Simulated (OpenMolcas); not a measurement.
## Run report: Cr³⁺ complex, multiconfigurational calculation (part 2 of 2)

Continued. System: Cr³⁺ with 6 ligands (Br; octahedron, 2.42 Å), neutralised by 6 outer point charges of +0.5 e, whose field is part of the energies. Method: state-averaged CASSCF, active space 3 electrons in the shell 3d, basis ANO-RCC-VTZP on the metal and ANO-RCC-VDZP on the ligands, DKH2 scalar Hamiltonian, spin-orbit coupling by RASSI with atomic mean-field integrals (OpenMolcas).

The program's output (extracts), continued:
```
--- RASSI ---
SPIN-FREE ENERGIES:
  (Shifted by EMIN (a.u.) =     -16676.6577343068)

 SF State       Relative EMIN(au)   Rel lowest level(eV)    D:o, cm**(-1)

     1             0.0000000000        0.0000000000              0.0000
     2             0.0541686333        1.4740036040          11888.6408
     3             0.0541686333        1.4740036040          11888.6408
     4             0.0541686333        1.4740036040          11888.6408
    11             0.0855075695        2.3267795009          18766.7423
    12             0.0855075695        2.3267795009          18766.7423
     5             0.0872215812        2.3734201344          19142.9244
     6             0.0872215812        2.3734201344          19142.9244
     7             0.0872215824        2.3734201674          19142.9246
    13             0.0897345225        2.4418007503          19694.4512
    14             0.0897345225        2.4418007503          19694.4512
    15             0.0897345225        2.4418007503          19694.4512
    16             0.1174327124        3.1955068964          25773.5013
    17             0.1174327124        3.1955068964          25773.5013
    18             0.1174327130        3.1955069105          25773.5014
    19             0.1253336230        3.4105016243          27507.5507
    20             0.1340271786        3.6470653244          29415.5656
    21             0.1340271786        3.6470653244          29415.5656
    22             0.1340271791        3.6470653388          29415.5657
    23             0.1405510304        3.8245883754          30847.3856
    24             0.1405510304        3.8245883754          30847.3856
    25             0.1405510310        3.8245883905          30847.3857
     9             0.1443335508        3.9275159991          31677.5529
     8             0.1443335508        3.9275159991          31677.5529
    10             0.1443335514        3.9275160141          31677.5530
    26             0.1511503180        4.1130096836          33173.6603
    27             0.1511503186        4.1130096998          33173.6604
    28             0.1608907417        4.3780601150          35311.4362
    29             0.1608907423        4.3780601311          35311.4363
    30             0.1608907429        4.3780601472          35311.4365
    31             0.1866349409        5.0785954647          40961.6349
    32             0.1866349409        5.0785954647          40961.6349
    33             0.1866349409        5.0785954647          40961.6349
    34             0.1906754130        5.1885423115          41848.4160
    35             0.1906754137        5.1885423296          41848.4161
    36             0.1906754137        5.1885423296          41848.4161
    37             0.2098941500        5.7115107852          46066.4412
    38             0.2152442123        5.8570933989          47240.6442
    39             0.2152442131        5.8570934205          47240.6443
    40             0.2152442131        5.8570934205          47240.6443
Eigenvalues of complex Hamiltonian:
   -----------------------------------
  (Shifted by EMIN (a.u.) =     -16676.6577343068)

 SO State       Relative EMIN(au)   Rel lowest level(eV)    D:o, cm**(-1)

     1            -0.0000402924        0.0000000000              0.0000
     2            -0.0000402924        0.0000000000              0.0000
     3            -0.0000402924        0.0000000000              0.0000
     4            -0.0000402924        0.0000000000              0.0000
     5             0.0535827907        1.4591584265          11768.9064
     6             0.0535827907        1.4591584265          11768.9064
     7             0.0539100928        1.4680647695          11840.7409
     8             0.0539100928        1.4680647695          11840.7409
     9             0.0539100927        1.4680647687          11840.7409
    10             0.0539100927        1.4680647687          11840.7409
    11             0.0544203535        1.4819496716          11952.7302
    12             0.0544203535        1.4819496716          11952.7302
    13             0.0544203535        1.4819496728          11952.7302
    14             0.0544203535        1.4819496728          11952.7302
    15             0.0544851075        1.4837117176          11966.9420
    16             0.0544851075        1.4837117176          11966.9420
    17             0.0854443009        2.3261542864          18761.6996
    18             0.0854443009        2.3261542864          18761.6996
    19             0.0854443009        2.3261542870          18761.6996
    20             0.0854443009        2.3261542870          18761.6996
    21             0.0867844553        2.3626217454          19055.8295
    22             0.0867844553        2.3626217454          19055.8295
    23             0.0868784880        2.3651805054          19076.4673
    24             0.0868784880        2.3651805054          19076.4673
    25             0.0868784885        2.3651805214          19076.4674
    26             0.0868784885        2.3651805214          19076.4674
    27             0.0872780322        2.3760526573          19164.1571
    28             0.0872780322        2.3760526573          19164.1571
    29             0.0872780327        2.3760526712          19164.1572
    30             0.0872780327        2.3760526712          19164.1572
    31             0.0877568920        2.3890830971          19269.2547
    32             0.0877568920        2.3890830971          19269.2547
    33             0.0898024437        2.4447453930          19718.2014
    34             0.0898024437        2.4447453930          19718.2014
    35             0.0898024436        2.4447453910          19718.2014
    36             0.0898024436        2.4447453910          19718.2014
    37             0.0900345163        2.4510604110          19769.1354
    38             0.0900345163        2.4510604110          19769.1354
    39             0.1174521358        3.1971318461          25786.6074
    40             0.1174521358        3.1971318461          25786.6074
    41             0.1174757267        3.1977737857          25791.7850
Weights of the five most important spin-orbit-free states for each spin-orbit state.

 SO State  Total energy (au)           Spin-free states, spin, and weights
 -------------------------------------------------------------------------------------------------------
    1        -0.000040       1 1.5  0.9995    3 1.5  0.0002    4 1.5  0.0001   16 0.5  0.0001    2 1.5  0.0001
    2        -0.000040       1 1.5  0.9995    4 1.5  0.0002    2 1.5  0.0001    3 1.5  0.0001   17 0.5  0.0001
    3        -0.000040       1 1.5  0.9995    4 1.5  0.0002    2 1.5  0.0002   17 0.5  0.0001    3 1.5  0.0000
    4        -0.000040       1 1.5  0.9995    3 1.5  0.0002    2 1.5  0.0001   18 0.5  0.0001   16 0.5  0.0000
    5         0.053583       2 1.5  0.3332    3 1.5  0.3332    4 1.5  0.3332    7 1.5  0.0001    6 1.5  0.0001
    6         0.053583       2 1.5  0.3332    3 1.5  0.3332    4 1.5  0.3332    7 1.5  0.0001    6 1.5  0.0001
    7         0.053910       4 1.5  0.4726    3 1.5  0.4398    2 1.5  0.0861    1 1.5  0.0004    5 1.5  0.0003
    8         0.053910       4 1.5  0.4729    3 1.5  0.4395    2 1.5  0.0861    1 1.5  0.0004    5 1.5  0.0003
    9         0.053910       2 1.5  0.5796    3 1.5  0.2258    4 1.5  0.1930    1 1.5  0.0004    7 1.5  0.0003
   10         0.053910       2 1.5  0.5796    3 1.5  0.2262    4 1.5  0.1927    1 1.5  0.0004    7 1.5  0.0003
   11         0.054420       4 1.5  0.4722    3 1.5  0.4391    2 1.5  0.0863    7 1.5  0.0007   11 0.5  0.0007
   12         0.054420       4 1.5  0.4720    3 1.5  0.4394    2 1.5  0.0863    7 1.5  0.0007   11 0.5  0.0007
```

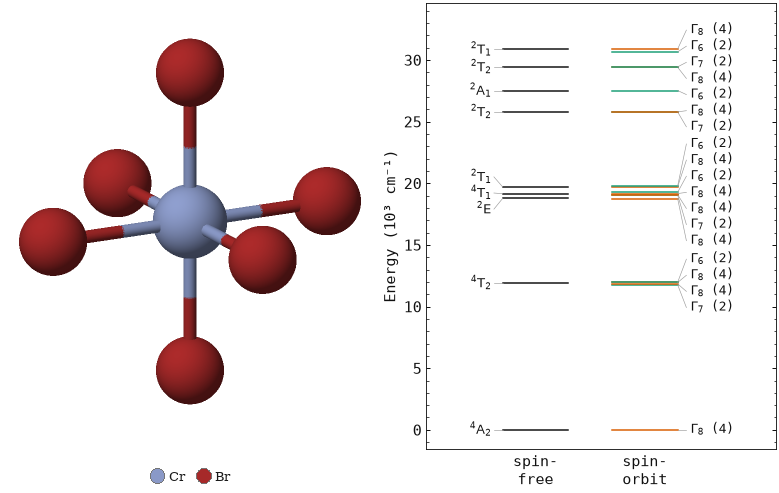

Cr³⁺ (3d³) with 6 ligands, Br⁻, at 2.42 Å (arrangement: octahedron, Oh), neutralised by outer point charges of +0.5 e, and its levels. Labels give the representation in O, Td, D4 or D3 as the site allows (double group for half-integer spin) where it could be assigned and, in brackets, the degeneracy; spin-free states, where drawn, share the zero of the spin-orbit levels. The ground level is Γ₈, 4-fold degenerate, 100 % from states of spin multiplicity 4. The next level lies at 11,800 cm⁻¹ (Γ₇). The lowest spin-free state is ⁴A₂; of the same spin there follow at 11,900 cm⁻¹ (⁴T₂) and 19,100 cm⁻¹ (⁴T₁) above it. The active orbitals hold 85 to 96 % metal character (Löwdin), and the Mulliken charge of the metal is +0.78.

Results in brief:

```tsv
quantity	value
outcome	converged
energy of the lowest spin-free term	−16676.65773 hartree
energy of the lowest spin-orbit level	−16676.65777 hartree
largest spread among components of a term	0.0 cm⁻¹
wall time	95 s
peak memory	0.28 GiB
```

Remarks:

Without dynamic correlation the splittings between terms come out too large, often by 20 to 50 %. Caveats: covalent bonds, ligand orbitals missing from the active space; distances are set from ionic radii, not optimised.
